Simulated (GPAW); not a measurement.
# BSiH4O2 (SMILES O[B]O[SiH3]), run twice

Wanted: energy and one-electron properties of BSiH4O2, URPBE/dzp (scalar-relativistic datasets).

Program for the calculation: GPAW 26.7.0.

2 further runs of the same task are left out: 1 that didn't finish, 1 set aside as unsound or not needed.

**1. The system as given**

The species is BSiH4O2 (8 atoms), meant as a doublet with charge 0. As SMILES, `O[B]O[SiH3]`. The shape is that of a GFN2-xTB optimisation. This is one conformer, not always the lowest.

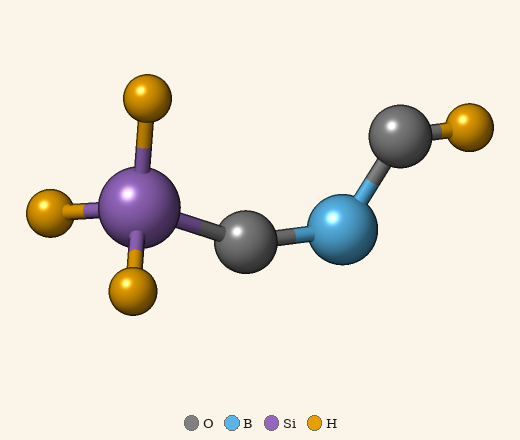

The structure, seen from a chosen angle (oxygen grey, boron blue, silicon purple, hydrogen amber).

**2. Try one**

File calc.py:

```python
import numpy as np
from ase import Atoms
from ase.units import Bohr
from gpaw import GPAW

positions_bohr = np.array(
              [[  2.571520,   2.179402,  -2.362290],
               [  2.901863,   0.548077,  -0.397976],
               [  0.924719,  -0.481351,   0.724162],
               [ -2.037559,  -1.125030,   1.179491],
               [  4.016084,   2.883722,  -3.182148],
               [ -2.488580,  -0.311181,   3.781247],
               [ -3.722760,   0.173439,  -0.588385],
               [ -2.165267,  -3.867098,   0.845879]])
molecule = Atoms(["O", "B", "O", "Si", "H", "H", "H", "H"], positions=positions_bohr * Bohr)
molecule.center(vacuum=4.5)
molecule.set_initial_magnetic_moments([0.25, 0.25, 0.25, 0.25, 0.0, 0.0, 0.0, 0.0])

calc = GPAW(mode="lcao",
            basis="dzp",
            charge=3,
            xc="RPBE",
            h=0.2,
            symmetry="off",
            occupations={"name": "fermi-dirac", "width": 0.02, "fixmagmom": True},
            maxiter=80,
            txt="-")
molecule.calc = calc

energy = molecule.get_potential_energy()
print(f"Energy = {energy:.5f} eV")
forces = molecule.get_forces()
print("Forces (eV/Ang)")
for symbol, f in zip(molecule.symbols, forces):
    print(f'{symbol:2} {f[0]:9.4f} {f[1]:9.4f} {f[2]:9.4f}')
```

The run is started by

```bash
OMP_NUM_THREADS=1 python calc.py
```

Standard output:

```text
[...]
Number of symmetries: 1
[...]
  Number of IBZ points: 1
[...]
basis functions: 72
Spin-components: 2 (collinear spins)
Bands:           17
[...]
  Valence electrons: 23.0
[...]
  Grid points: [64 64 64]
  Charge: 3.0  # |e|
[...]
    cutoffs:
[...]
occupation numbers:
  Fixed magnetic moment: 1.000
[...]
xc functional:
  name: RPBE with 2 nearest neighbor stencil
[...]
|iter     |     time |      energy | eigst |  dens |  magmom |
[...]
|iter:   1| 00:00:05 |    0.044229 |      c|       |  +0.9981|
[...]
|iter:  51| 00:00:59 |   10.781773c|      c| -4.04c|  +1.0000|
Converged in 51 steps
[...]
Energy contributions relative to reference atoms: (reference = -12697.350624)
Energy contributions:
  Kinetic:           0.374740
  Coulomb:          18.555767
  Zero:              0.673098
  External:          0.000000
  Xc:               -8.805309
  Entropy:          -0.033045
  Spinorbit:         0.000000
  ----------------------------
  Free energy:      10.765251
  Extrapolated:     10.781773
dipole moment: (19.762757, 19.478223, 18.737918)  # |e|*Ang
Total magnetic moment: (0.000000, 0.000000, 0.999979)
Local magnetic moments
|        x |        y |         z |
|----------|----------|-----------|
| 0.000000 | 0.000000 | -0.176027 |  # O    0
| 0.000000 | 0.000000 |  0.010029 |  # B    1
| 0.000000 | 0.000000 |  0.062113 |  # O    2
| 0.000000 | 0.000000 |  0.188677 |  # Si   3
| 0.000000 | 0.000000 |  0.003140 |  # H    4
| 0.000000 | 0.000000 |  0.087540 |  # H    5
| 0.000000 | 0.000000 |  0.150402 |  # H    6
| 0.000000 | 0.000000 |  0.105097 |  # H    7
Fermi levels: -26.817, -26.385
Eigenvalues  # (at kpt = [0.000, 0.000, 0.000])
| band index |      eig [eV] | occ [0-1] |      eig [eV] | occ [0-1] |
|------------|---------------|-----------|---------------|-----------|
|          0 |       -46.344 |     1.000 |       -46.266 |     1.000 |
|        ... |               |           |               |           |
|          2 |       -35.630 |     1.000 |       -35.458 |     1.000 |
|          3 |       -33.022 |     1.000 |       -33.063 |     1.000 |
|          4 |       -31.448 |     1.000 |       -30.486 |     1.000 |
|          5 |       -30.005 |     1.000 |       -29.933 |     1.000 |
|          6 |       -29.772 |     1.000 |       -29.442 |     1.000 |
|          7 |       -28.549 |     1.000 |       -28.483 |     1.000 |
|          8 |       -27.837 |     1.000 |       -27.968 |     1.000 |
|          9 |       -27.765 |     1.000 |       -26.378 |     0.420 |
|         10 |       -26.817 |     0.500 |       -26.336 |     0.080 |
|         11 |       -22.548 |     0.000 |       -22.454 |     0.000 |
[...]
Gap: 0.948 eV
Transition (v -> c):
[...]
Forces (eV/Ang)
O    -0.1979   -2.0443    2.4678
B    -1.9395    1.6102   -1.9282
O     2.6192   -0.3697    0.4342
Si   -0.1712   -0.5761    1.1190
H     2.6558    1.8590   -2.1450
H    -0.6350    0.9527    2.5949
H    -2.0543    1.4336   -2.0972
H    -0.3390   -2.9199   -0.5499
```

It took 60 s on 1 thread of Arm Neoverse V2, shared host; peak memory 0.98 GiB.

**3. What went wrong**

The program ended normally, but the settings are unsound, so its numbers aren't properties of the molecule.

Cause: the charge typed isn't that of the species meant. Among its listed settings the sound run differs in this, and the input shows the rest: charge 0 in place of 3.

**4. The mended input**

File bh4o2si.py:

```python
import numpy as np
from ase import Atoms
from ase.units import Bohr, Debye
from gpaw import GPAW

# Set up the molecule
positions_bohr = np.array(
              [[  2.571520,   2.179402,  -2.362290],
               [  2.901863,   0.548077,  -0.397976],
               [  0.924719,  -0.481351,   0.724162],
               [ -2.037559,  -1.125030,   1.179491],
               [  4.016084,   2.883722,  -3.182148],
               [ -2.488580,  -0.311181,   3.781247],
               [ -3.722760,   0.173439,  -0.588385],
               [ -2.165267,  -3.867098,   0.845879]])
system = Atoms(["O", "B", "O", "Si", "H", "H", "H", "H"], positions=positions_bohr * Bohr)
system.center(vacuum=4.5)
system.set_initial_magnetic_moments([0.25, 0.25, 0.25, 0.25, 0.0, 0.0, 0.0, 0.0])

# Ground state
calculator = GPAW(mode="lcao",
                  basis="dzp",
                  h=0.2,
                  xc="RPBE",
                  occupations={"name": "fermi-dirac", "width": 0.02, "fixmagmom": True},
                  maxiter=100,
                  symmetry="off",
                  txt="-")
system.calc = calculator

energy = system.get_potential_energy()
print(f"Energy = {energy:.5f} eV")
forces = system.get_forces()
print("Forces (eV/Ang)")
for symbol, f in zip(system.symbols, forces):
    print(f'{symbol:2} {f[0]:9.4f} {f[1]:9.4f} {f[2]:9.4f}')
dipole = system.get_dipole_moment() / Debye
print(f"Dipole                  {np.linalg.norm(dipole):.3f} D")
```

The run is started by

```bash
python bh4o2si.py
```

Standard output, shortened:

```text
[...]
Number of symmetries: 1
[...]
  Number of IBZ points: 1
[...]
basis functions: 72
Spin-components: 2 (collinear spins)
Bands:           19
[...]
  Valence electrons: 23.0
[...]
  Grid points: [64 64 64]
  Charge: 0.0  # |e|
[...]
    cutoffs:
[...]
occupation numbers:
  Fixed magnetic moment: 1.000
[...]
xc functional:
  name: RPBE with 2 nearest neighbor stencil
[...]
|iter     |     time |      energy | eigst |  dens |  magmom |
[...]
|iter:   1| 00:00:04 |  -38.268763 |      c|       |  +0.9982|
[...]
|iter:  11| 00:00:15 |  -36.581969c|      c| -4.50c|  +1.0000|
Converged in 11 steps
[...]
Energy contributions relative to reference atoms: (reference = -12697.350624)
Energy contributions:
  Kinetic:          44.624591
  Coulomb:         -43.328579
  Zero:              0.683321
  External:          0.000000
  Xc:              -38.561302
  Entropy:          -0.000000
  Spinorbit:         0.000000
  ----------------------------
  Free energy:     -36.581969
  Extrapolated:    -36.581969
dipole moment: (-0.020796, 0.114462, -0.155032)  # |e|*Ang
Total magnetic moment: (0.000000, 0.000000, 0.999991)
Local magnetic moments
|        x |        y |         z |
|----------|----------|-----------|
| 0.000000 | 0.000000 |  0.051890 |  # O    0
| 0.000000 | 0.000000 |  0.157980 |  # B    1
| 0.000000 | 0.000000 |  0.027856 |  # O    2
| 0.000000 | 0.000000 |  0.017153 |  # Si   3
| 0.000000 | 0.000000 |  0.001056 |  # H    4
| 0.000000 | 0.000000 | -0.000630 |  # H    5
| 0.000000 | 0.000000 |  0.001861 |  # H    6
| 0.000000 | 0.000000 | -0.000612 |  # H    7
Fermi levels: -3.034, -5.002
[...]
Gap: 2.379 eV
Transition (v -> c):
[...]
Forces (eV/Ang)
O    -1.4306    0.1387   -0.2541
B     1.6165    0.4867   -0.5079
O     0.8611   -0.4501    0.6221
Si   -0.9311   -0.2627    0.1761
H     1.2409    0.3435   -0.3420
H    -0.4304    0.1050    0.7191
H    -0.5802    0.3383   -0.4758
H    -0.3553   -0.7655    0.0125
Dipole                  0.931 D
```

Run time: 16 s. Hardware: 1 thread of Arm Neoverse V2, shared host; peak memory 0.94 GiB.

**5. Outcome**

Level: URPBE/dzp (scalar-relativistic datasets).

| quantity | value |
| --- | --- |
| energy as printed (from the program's reference atoms) | -36.5820 eV |
| dipole moment | 0.93 D |
| HOMO energy (highest over α and β) | -3.98 eV |
| LUMO energy (lowest over α and β) | -1.60 eV |
